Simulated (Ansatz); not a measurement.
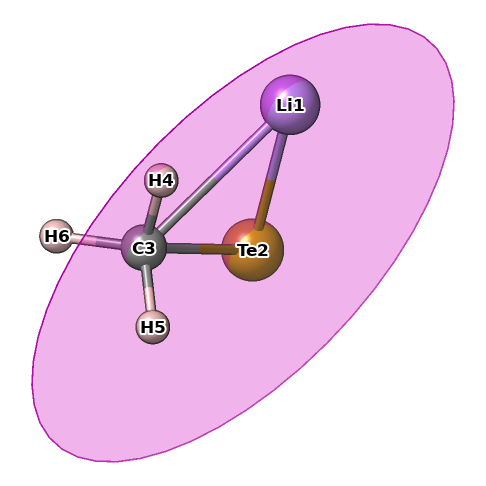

A disc through the centre of mass is drawn in. Depth is shown by fading: the farther an atom, the more it takes the colour of the background. The geometry was computed by an optimisation with PBE-D4/def2-SVP. No frequency run is at hand to confirm it as a minimum.

Is the plane of the disc a mirror plane of the structure?

Answer. Yes. The reflection leaves Li1, Te2, C3, H4 in place and moves H5 ↔ H6. The point group is Cs.
